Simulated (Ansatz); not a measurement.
**Si₂H₇Cl (built from SMILES Cl.[SiH3][SiH3]): a saddle search**

Aim: find the first-order saddle near the start with the program's own search, from a guess of the mode.

Program: Ansatz 0.2.0, Gaussian basis. Level of theory: PBE0-D4/def2-SVP. These are calculated values, not measurements.

1 further run of the same task is left out (it didn't finish).

### Step 1. Starting geometry

The start, a known saddle point with all atoms moved at random by about 0.06 Å a coordinate: 10 atoms, charge 0, spin multiplicity 1.

Atoms are counted from 1 here; the program's logs count them from 0.

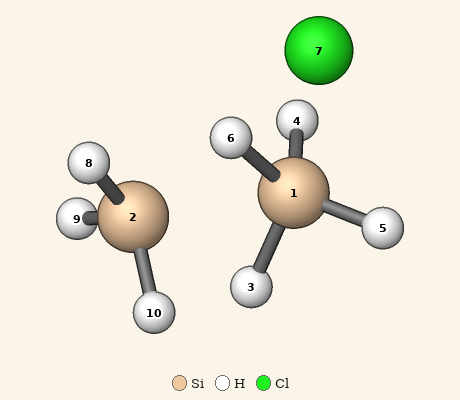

Start geometry, drawn with silicon light orange, hydrogen white, chlorine green; atoms are numbered from 1 in the order of the file.

Coordinates:

```xyz
10
charge 0, multiplicity 1
Si   -0.6312    0.8013   -0.6070
Si    0.8195   -1.1031    0.3158
H    -0.0383    0.0732   -1.8622
H    -2.1724    0.5690   -0.6704
H    -0.1715    2.1292   -0.8665
H    -0.1919    0.2365    0.8760
Cl   -0.9673    1.5386    1.8216
H     1.2089   -1.4226    1.7316
H     0.1057   -2.1629   -0.3867
H     1.9768   -0.7247   -0.4437
```

### Step 2. The search

File run/in.yaml:

```yaml
crystal:
  periodic: [false, false, false]
  atoms:
    - {symbol: Si, position_ang: [-0.631202, 0.801277, -0.606958]}
    - {symbol: Si, position_ang: [0.819453, -1.103077, 0.315834]}
    - {symbol: H, position_ang: [-0.038264, 0.073177, -1.862166]}
    - {symbol: H, position_ang: [-2.172400, 0.568957, -0.670383]}
    - {symbol: H, position_ang: [-0.171510, 2.129211, -0.866453]}
    - {symbol: H, position_ang: [-0.191912, 0.236489, 0.876022]}
    - {symbol: Cl, position_ang: [-0.967286, 1.538567, 1.821645]}
    - {symbol: H, position_ang: [1.208921, -1.422592, 1.731591]}
    - {symbol: H, position_ang: [0.105689, -2.162947, -0.386662]}
    - {symbol: H, position_ang: [1.976815, -0.724666, -0.443746]}
basis:
  gaussian: {orbitals: def2-SVP}
hamiltonian: {xc: pbe0, dispersion: d4}
saddle:
  f_tol: 0.02
  max_steps: 40
  mode_guess:
    - [-0.1484, 0.2235, 0.2492]
    - [0.0856, -0.1084, 0.0751]
    - [-0.0138, 0.0431, 0.3223]
    - [-0.1139, 0.0149, -0.0034]
    - [0.0225, 0.1043, 0.0001]
    - [0.3084, -0.4431, -0.4433]
    - [-0.2355, 0.2857, -0.2417]
    - [0.0979, -0.1138, 0.0651]
    - [-0.0063, -0.0038, -0.0078]
    - [0.0035, -0.0024, -0.0155]
```

On the command line:

```console
$ ansatz run in.yaml --threads 4 --pin off --events-out ev --progress --plain --max-ram 9574MiB
```

The program printed:

```text
Functional definition: PBE0
  name "PBE0"
  cite "Adamo & Barone, J. Chem. Phys. 110, 6158 (1999) doi:10.1063/1.478522"
  cite "Perdew, Burke & Ernzerhof, Phys. Rev. Lett. 77, 3865 (1996) doi:10.1103/PhysRevLett.77.3865"
  parent pbe
  parameter a = 0.25
  parameter kappa = 0.804
  parameter beta = 0.06672455060314922
  exchange = (1 - a)*pbe_x(kappa = kappa, mu = beta*pi^2/3) + a*exact_x
  correlation = pbe_c(beta = beta)
905 factors; integrals over basis functions are off by at most 4.7e-4 eV
mean field evaluation 1: about -28369.1153 eV, gradient 1.4e1 eV
mean field evaluation 2: about -28368.8399 eV, gradient 1.7e1 eV
mean field evaluation 4: about -28369.7160 eV, gradient 4.7e-1 eV
mean field evaluation 8: about -28369.7175 eV, gradient 2.1e-2 eV
mean field -28369.71754884 eV, -1042.5678902348 hartree, gradient 5.9e-5 eV, S^2 0.000000; 0 other end points of the search recorded, 0 dependent functions left out
the calculation of the forces begins
reference -28369.71757468 eV, -1042.5678911841 hartree; 26, 26 occupied and 63, 63 virtual orbitals, 905 factors
[... from here to the last solve, the lines of the solves are left out (86 solves) ...]
saddle step   1: F+E_penalty+E_count = -28369.90549279 eV  max|allowed force component| = 1.739e0 eV/Å  curvature = -6.7601 eV/Å²  mode residual = 2.06e0 eV/Å²  Δτ_max = 0.0000 Å  (1 rotations, 3 force calls, 49 SCF iters)  cluster: 3 rotations left out, max|force component along them| = 4.818e-8 eV/Å
saddle step   2: F+E_penalty+E_count = -28370.08274946 eV  max|allowed force component| = 7.621e-1 eV/Å  curvature = -6.8019 eV/Å²  mode residual = 1.02e0 eV/Å²  Δτ_max = 0.0858 Å  (1 rotations, 3 force calls, 50 SCF iters)  cluster: 3 rotations left out, max|force component along them| = 1.059e-7 eV/Å
saddle step   3: F+E_penalty+E_count = -28370.11350610 eV  max|allowed force component| = 1.830e-1 eV/Å  curvature = -6.9746 eV/Å²  mode residual = 7.50e-1 eV/Å²  Δτ_max = 0.0328 Å  (1 rotations, 3 force calls, 50 SCF iters)  cluster: 3 rotations left out, max|force component along them| = 9.468e-8 eV/Å
saddle step   4: F+E_penalty+E_count = -28370.11618737 eV  max|allowed force component| = 3.858e-2 eV/Å  curvature = -7.0304 eV/Å²  mode residual = 4.42e-1 eV/Å²  Δτ_max = 0.0183 Å  (1 rotations, 3 force calls, 48 SCF iters)  cluster: 3 rotations left out, max|force component along them| = 6.320e-8 eV/Å
saddle step   5: F+E_penalty+E_count = -28370.11674563 eV  max|allowed force component| = 3.148e-2 eV/Å  curvature = -7.0754 eV/Å²  mode residual = 3.75e-1 eV/Å²  Δτ_max = 0.0102 Å  (1 rotations, 3 force calls, 48 SCF iters)  cluster: 3 rotations left out, max|force component along them| = 1.248e-7 eV/Å
saddle step   6: F+E_penalty+E_count = -28370.11695193 eV  max|allowed force component| = 9.438e-3 eV/Å  curvature = -7.1247 eV/Å²  mode residual = 2.93e-1 eV/Å²  Δτ_max = 0.0096 Å  (1 rotations, 5 force calls, 73 SCF iters)  cluster: 3 rotations left out, max|force component along them| = 8.316e-8 eV/Å
saddle step   7: F+E_penalty+E_count = -28370.11721860 eV  max|allowed force component| = 6.391e-3 eV/Å  curvature = -7.1087 eV/Å²  mode residual = 2.46e-1 eV/Å²  Δτ_max = 0.0177 Å  (1 rotations, 5 force calls, 73 SCF iters)  cluster: 3 rotations left out, max|force component along them| = 6.687e-8 eV/Å
saddle step   8: F+E_penalty+E_count = -28370.11728800 eV  max|allowed force component| = 2.364e-3 eV/Å  curvature = -7.1141 eV/Å²  mode residual = 2.05e-1 eV/Å²  Δτ_max = 0.0083 Å  (1 rotations, 9 force calls, 122 SCF iters)  cluster: 3 rotations left out, max|force component along them| = 8.412e-8 eV/Å
saddle search: the force at step 9 is within saddle.f_tol, and the search now checks the order of the point unasked, as it does wherever a lone molecule whose rigid rotations it leaves out would converge (saddle.isolated_cluster): at most 100 rotations across the mode and 202 force calls, two more next to a line or behind a second negative curvature, two more where it reads a positive, two for each turn that reads one and six more at each negative that it reads, and up to 22 at one that stands (24 where saddle.amplitude is under 0.005 Å), over each length that the point is read over (saddle.order_check: false declines the check)
saddle search: the rotation starts from a random direction (saddle.seed = 0)
905 factors; integrals over basis functions are off by at most 5.3e-4 eV
mean field -28369.92805904 eV, -1042.5756263418 hartree, gradient 1.3e-5 eV, S^2 0.000000; 1 other end points of the search recorded, 0 dependent functions left out
the calculation of the forces begins
reference -28369.92808483 eV, -1042.5756272894 hartree; 26, 26 occupied and 63, 63 virtual orbitals, 905 factors
saddle step   9: F+E_penalty+E_count = -28370.11732838 eV  max|allowed force component| = 9.246e-4 eV/Å  curvature = -7.1507 eV/Å² (error put at 0.0022; -7.1528 at half of saddle.amplitude)  mode residual = 1.63e-1 eV/Å²  Δτ_max = 0.0119 Å  (1 rotations, 53 force calls, 679 SCF iters)  order check (unasked): positive, curvature across the mode = +0.1458 eV/Å²; +0.0803 less its residual, +0.0803 less it at half of saddle.amplitude; error put at 0.0000 (45 force calls)  cluster: 3 rotations left out, max|force component along them| = 7.810e-8 eV/Å
Total energy: -28370.11735417 eV, -1042.5825828095 hartree
Atom 0 at    -0.670606     0.807250    -0.642095 Å, force    -0.000113     0.000544    -0.000221 eV/Å
Atom 1 at     0.826787    -1.068179     0.292452 Å, force    -0.000090     0.000465    -0.000171 eV/Å
Atom 2 at    -0.130831     0.004151    -1.813404 Å, force    -0.000170     0.000075     0.000144 eV/Å
Atom 3 at    -2.132385     0.570467    -0.692048 Å, force     0.000560     0.000220     0.000151 eV/Å
Atom 4 at    -0.073189     2.150585    -0.826413 Å, force    -0.000328    -0.000925     0.000077 eV/Å
Atom 5 at    -0.143600     0.252358     0.896053 Å, force     0.000093    -0.000404    -0.000026 eV/Å
Atom 6 at    -1.015691     1.465324     1.807611 Å, force     0.000178     0.000062    -0.000252 eV/Å
Atom 7 at     1.171245    -1.396153     1.707054 Å, force    -0.000088    -0.000149    -0.000099 eV/Å
Atom 8 at     0.068387    -2.178203    -0.344846 Å, force     0.000304     0.000033     0.000030 eV/Å
Atom 9 at     2.038187    -0.673203    -0.475639 Å, force    -0.000346     0.000080     0.000366 eV/Å
Dipole moment:     0.306337    -0.441581    -0.495719 e Å
```

Wall time 2.1 min (4 threads of Intel Xeon at 2.50GHz, shared host).

Along the way:

| step | energy from step 1 (eV) | largest force component (eV/Å) |
| --- | --- | --- |
| 1 | 0.0000 | 1.7389 |
| 2 | -0.1773 | 0.7621 |
| 3 | -0.2080 | 0.1830 |
| 4 | -0.2107 | 0.0386 |
| 5 | -0.2113 | 0.0315 |
| 6 | -0.2115 | 0.0094 |
| 7 | -0.2117 | 0.0064 |
| 8 | -0.2118 | 0.0024 |
| 9 | -0.2118 | 0.0009 |

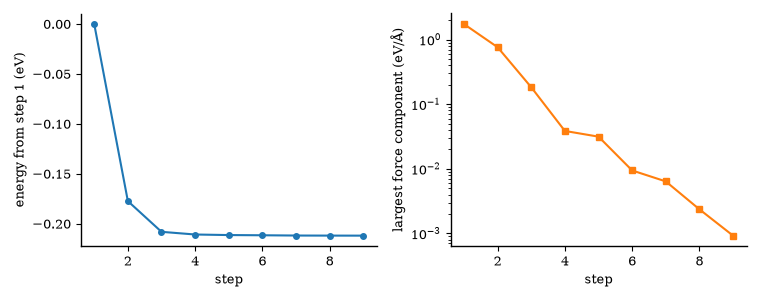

Energy and largest force along the relaxation.

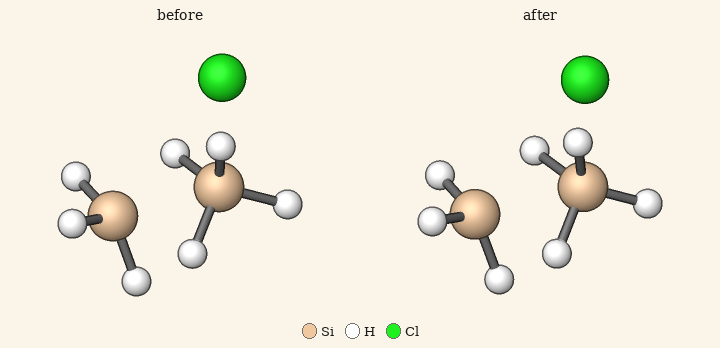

Before and after, at one scale.

Distances of close pairs at the start and the end, largest changes first:

| bond | before (Å) | after (Å) | change (Å) |
| --- | --- | --- | --- |
| Si1–H4 | 1.560 | 1.482 | -0.078 |
| Si1–H6 | 1.647 | 1.718 | +0.071 |
| Si1–H5 | 1.429 | 1.482 | +0.053 |
| Si2–H10 | 1.435 | 1.488 | +0.053 |
| Si1–H3 | 1.568 | 1.519 | -0.048 |
| Si2–H9 | 1.458 | 1.488 | +0.030 |
| Si2–H8 | 1.503 | 1.492 | -0.010 |

### Step 3. Outcome

```
                  quantity          value
                     steps              9
             energy change  -4.9 kcal/mol
        last largest force    0.0009 eV/Å
       RMSD from the start        0.077 Å
RMSD from the known saddle        0.020 Å
```

It converged in 9 steps at a force tolerance of 0.02 eV/Å. It is back at the known saddle, up to the shift that another level brings.
